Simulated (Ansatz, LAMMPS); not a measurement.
# Elastic response of glassy 68TiO2-32SiO2 (mol %) (84 atoms), part 4 of 4

How stiff is glassy 68TiO2-32SiO2 (mol %) (84 atoms), and how do its levels respond to strain?

Ansatz 0.2.0; Kohn-Sham DFT, PBE, PAW (set soft_2), plane waves.

The cell: 19 Ti, 9 Si and 56 O. The quench rate of 10 K/ps is many orders above laboratory rates. The starting topology of bonds comes from the classical model. Only the Γ point is sampled.

So far. Step 11 (Compressed by 1 % along x): The relaxation converged after 5 steps, 0.0642 eV below its start, with a largest force component of 0.034 eV/Å. Step 11 (Compressed by 1 % along x): Compressed by 1 % along x: the energy stands 0.0539 eV above that of the reference, at a pressure of 0.877 GPa.

**12. Sheared by 2 % in xy**

A shear of the relaxed cell gives the modulus that volume changes can't reach.

Input file input.yaml:

```yaml
crystal:
  lattice:
    - [10.43006, 0.0801, -0.1134]
    - [0.07728, 10.14762, -0.06766]
    - [-0.11408, -0.06879, 10.28421]
  atoms:
    [... the 84 atom lines of step 5 ...]
kpoints:
  mp_grid: { grid: [1, 1, 1] }
hamiltonian:
  xc: pbe
scf:
  occupations: { method: gaussian, width: 0.025 }
output:
  forces: true
  eigenvalues: true
  stress: true
relax:
  f_tol: 0.05
  max_steps: 70
```

Command:

```sh
$ ansatz run input.yaml --threads 4 --pin off --max-ram 8192MiB --backend cpu --events-out ev --progress --plain --runs-dir out
```

Numbers of over 12 decimals in the logs are rounded to 6 here.

The program printed:

```text
[...]
Crystal: 84 atoms, lattice volume = 1088.241 Å³
Basis set: ecut = 420 eV, 21261 PW (Γ), exchange–correlation on 144×144×144 points (8 copies of the dense FFT grid, shifted against one another)
Bands: 384, of which v1, the nominal top of the filled ones, is band 300 counted from 1 (299 counted from 0)
Symmetry: 1 space group operations
[...]
k-points: 1
[...]
SCF iter   1: F=—  HF=-85094.002699 eV  |F-HF|=—  |Δ(HF+E_count)|=         —  Δρ=4.02e-3  dr2=1.88e-1  ethr=1.77e-3  ⟨swp⟩=6.0  Hψ=1448  notcnv=0  defer=47
[...]
SCF iter   6: F=—  HF=-85093.993903 eV  |F-HF|=—  |Δ(HF+E_count)|=   4.90e-5  Δρ=1.25e-4  dr2=2.06e-4  ethr=9.87e-8  ⟨swp⟩=2.0  Hψ=486  notcnv=0  defer=71
SCF iter   7: F=-85093.993907 eV  HF=-85093.993923 eV  |F-HF|=1.56e-5  |Δ(HF+E_count)|=   1.99e-5  Δρ=6.05e-5  dr2=4.67e-5  ethr=1.04e-8  ⟨swp⟩=9.0  Hψ=1742  notcnv=0
SCF 1 converged in 7 iterations: F = -85093.993907 eV  dr2 = 4.67e-5
[...]
relax step   1: F+E_penalty+E_count = -85093.99390693 eV  Δ(F+E_penalty+E_count) = +0.000e0 eV  max|allowed force component| = 5.663e-1 eV/Å  Δτ_max = 0.0000 Å  (7 SCF iters, dr2 threshold 6.25e-5 eV, accepted)
[...]
relax step   2: F+E_penalty+E_count = -85094.04885050 eV  Δ(F+E_penalty+E_count) = -5.494e-2 eV  max|allowed force component| = 3.049e-1 eV/Å  Δτ_max = 0.0214 Å  (6 SCF iters, dr2 threshold 2.00e-5 eV, accepted)
[...]
relax step   3: F+E_penalty+E_count = -85094.07022348 eV  Δ(F+E_penalty+E_count) = -2.137e-2 eV  max|allowed force component| = 6.722e-2 eV/Å  Δτ_max = 0.0162 Å  (7 SCF iters, dr2 threshold 5.81e-6 eV, accepted)
relax step   4: F+E_penalty+E_count = -85094.01022901 eV  Δ(F+E_penalty+E_count) = +5.999e-2 eV  max|allowed force component| = 2.675e-1 eV/Å  Δτ_max = 0.1693 Å  (12 SCF iters, rejected (line search))
relax step   5: F+E_penalty+E_count = -85094.07651839 eV  Δ(F+E_penalty+E_count) = -6.295e-3 eV  max|allowed force component| = 6.113e-2 eV/Å  Δτ_max = 0.0341 Å  (12 SCF iters, accepted)
relax step   6: F+E_penalty+E_count = -85094.07333841 eV  Δ(F+E_penalty+E_count) = +3.180e-3 eV  max|allowed force component| = 1.567e-1 eV/Å  Δτ_max = 0.0328 Å  (10 SCF iters, rejected (line search))
[...]
relax step   7: F+E_penalty+E_count = -85094.07806604 eV  Δ(F+E_penalty+E_count) = -1.548e-3 eV  max|allowed force component| = 4.858e-2 eV/Å  Δτ_max = 0.0121 Å  (10 SCF iters, accepted)
SCF converged after 10 iterations
Free energy (F): -85094.078066 eV
[...]
Internal energy: -85094.078066 eV  (E = F + TS)
E sigma→0 (E₀):  -85094.078066 eV
Fermi energy:    6.166410 eV
[...]
Σ components = -85094.078066   (vs F -85094.078066, Δ=0.00e0)
--- Forces (eV/Å), atoms counted from 1 ---
  atom   1  Ti     0.00082352    -0.00315086     0.01087040
  atom   2  Ti    -0.00452349    -0.00647347     0.01472109
  atom   3  Ti     0.01259149    -0.01249627    -0.01255345
  atom   4  Ti     0.00185123     0.00264713    -0.00450263
[...]
atom  84  O     -0.01625390    -0.01602783     0.01669765
  max |Σ_I F_I| component: 3.89e-5 eV/Å
--- Stress (GPa, compression-positive) ---
        0.151716      -0.786964      -0.121043
       -0.786964       0.232703       0.087092
       -0.121042       0.087091       0.251869
  P = ⅓ Tr σ = 0.2121 GPa (2.121 kbar)
--- Band table (eV) ---
[...]
--- Relaxed structure (7 steps of the walk, 5 accepted, 0 SCFs on fresh bases) ---
  F+E_penalty+E_count = -85094.07806604 eV   max|allowed force component| = 4.858e-2 eV/Å
  atoms:
    - { symbol: Ti, position: [0.710400, 0.459725, 0.647538] }
    - { symbol: Ti, position: [0.188138, 0.434306, 0.905288] }
    - { symbol: Ti, position: [0.590223, 0.744009, 0.305649] }
    - { symbol: Ti, position: [0.441738, 0.312981, 0.149885] }
[...]
- { symbol: O, position: [0.090410, 0.453017, 0.068152] }
```

Elapsed: 90 s, on 4 threads of Arm Neoverse V2, shared host; peak memory 1.5 GiB.

The relaxation converged after 7 steps, 0.0842 eV below its start, with a largest force component of 0.049 eV/Å.

Sheared by 2 % in xy: the energy stands 0.0539 eV above that of the reference, at a pressure of 0.212 GPa.

**13. Pressure against volume**

Atoms are relaxed at each volume, in the scaled cell.

| volume change (%) | volume (Å³/atom) | energy change (meV/atom) | pressure (GPa) | largest move on relaxing (Å) | bonds | gap (eV) |
| --- | --- | --- | --- | --- | --- | --- |
| -10 | 11.661 | 30.75 | 6.41 | 0.98 | 140 | 2.86 |
| -6 | 12.179 | 14.06 | 6.10 | 0.26 | 133 | 3.01 |
| -3 | 12.568 | 3.36 | 2.84 | 0.13 | 133 | 2.99 |
| +0 | 12.957 | 0.00 | 0.02 | - | 133 | 2.97 |
| +3 | 13.345 | 2.75 | -2.27 | 0.13 | 133 | 2.95 |
| +6 | 13.734 | 9.90 | -3.63 | 0.42 | 130 | 2.85 |

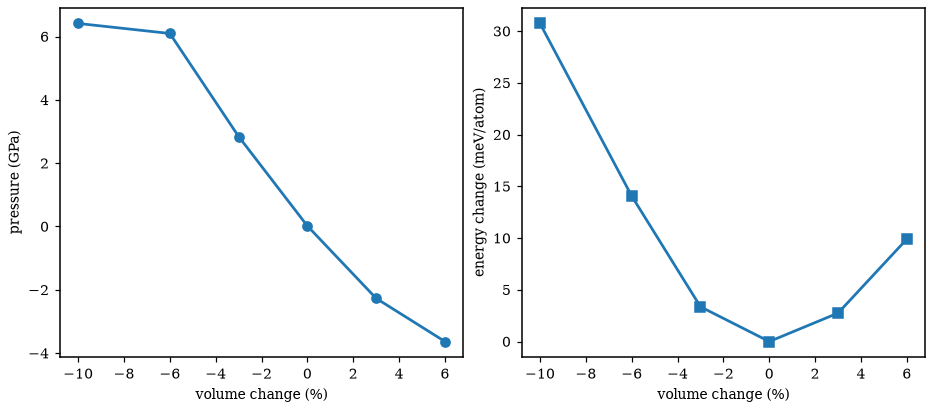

Pressure and energy against volume.

**14. Uniaxial strain and shear**

Stress (GPa, compression positive) less that of the relaxed cell, atoms relaxed:

| strain | xx | yy | zz | xy | energy change (meV/atom) |
| --- | --- | --- | --- | --- | --- |
| stretched by 1 % along x | -1.353 | -0.727 | -0.567 | 0.060 | 0.57 |
| compressed by 1 % along x | 1.414 | 0.635 | 0.534 | -0.063 | 0.64 |
| sheared by 2 % in xy | 0.153 | 0.210 | 0.224 | -0.789 | 0.64 |

**15. Findings**

The bulk modulus, from the slope of pressure against ln V over the three points nearest the relaxed volume, is 85.2 GPa; between neighbouring points the slope runs 7.3, 104, 93, 77 and 47 GPa from the smallest volume up, without a steady fall, so no pressure derivative is given, and the cell yields more easily when compressed beyond -6 %. The count of bonds runs from 130 to 140 over the series, so at some points contacts cross the cutoffs. At -10 % some atom moved by over 0.5 Å on relaxing, so that point may sit in another local minimum. The gap goes from 2.86 eV at the smallest volume to 2.85 eV at the largest, not monotonically (lowest 2.85, highest 3.01 eV), on the run's k-points. In the Cartesian axes of the cell, finite differences give C11 = 138, C12 = 68.1, C13 = 55.0 and C66 = 39.4 GPa (the shear of 2 % is the engineering strain, εxy = 0.01). The mean of C11, C12 and C13, which equals the bulk modulus in a cubic or isotropic solid, is 87.2 GPa: it agrees with the bulk modulus within 10 %. For an isotropic solid C66 would equal (C11 − C12)/2 = 35.1 GPa; so small a sample needn't be isotropic, and C66 rests on one shear. With the bulk modulus and C66 as K and G, Young's modulus would be about 102 GPa and Poisson's ratio 0.30.

Caveats: Strains are finite and relaxations stop at the force tolerance of the input, which can leave moduli too stiff; they are those of a static cell at zero temperature. Volumes are changed with the cell's shape held, so in an anisotropic solid the modulus lies over the one under free hydrostatic load. The program notes that the SCF threshold of the relaxations is loose for the stress.

The DFT runs together took 23 min of wall time.

[Logs are printed without paths, hosts, clocks, repeated set-up lines and the standing remarks that a program may print on its own settings, such as how far it seeks lower states.]

[Hosts, paths, dates, database ids (printed as entryN), source tags and the programs' standing remarks are cut or masked in the printed files.]
